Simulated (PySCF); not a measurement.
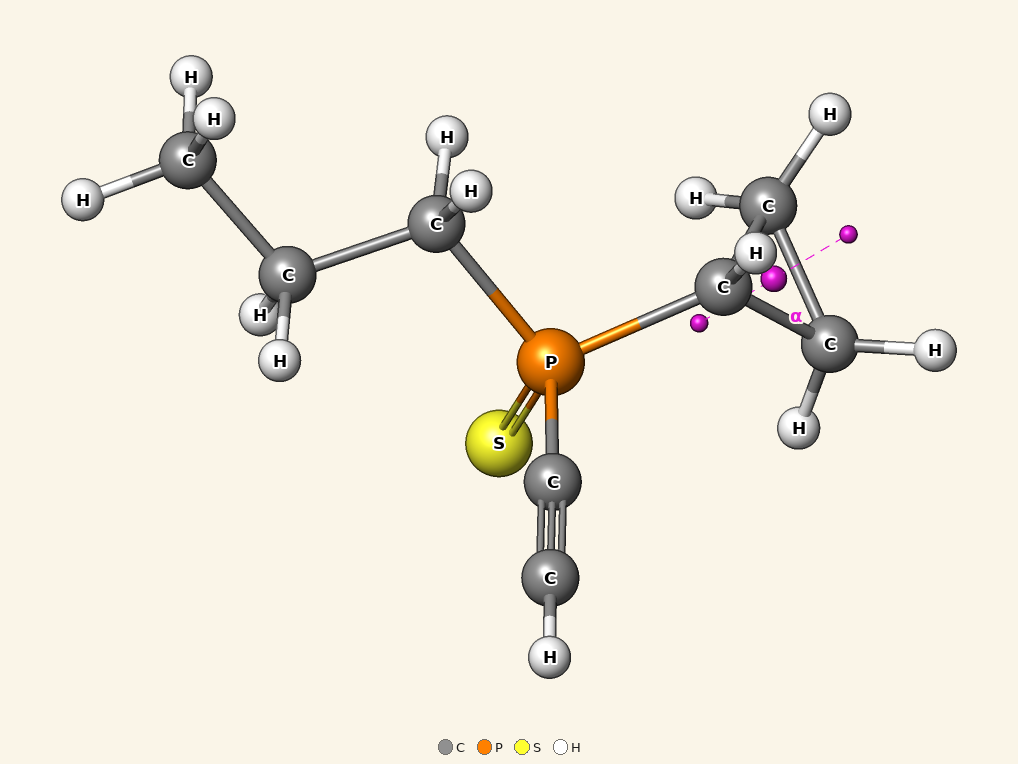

The small points mark where nucleus-independent chemical shifts (NICS) were computed: at the centre of each lettered ring and 1 Å above and below it. The computed structure is the end point of a GFN2-xTB optimisation. No frequency run is at hand to confirm it as a minimum. Method: GIAO PBE0/pcSseg-1 NMR shielding, non-relativistic, gas phase (PySCF 2.14.0).

Give NICS(0), NICS(1) and the out-of-plane component NICS(1)zz for each ring (means of the two sides).

```csv
ring,members,NICS(0),NICS(1),NICS(1)zz
α,C3,−45.4,−10.0,−26.1
```

Values in ppm.

The geometry is semi-empirical. Around P such bond lengths and angles can be off by a tenth of an ångström or more and by several degrees, and values that hang on the shape move with them.
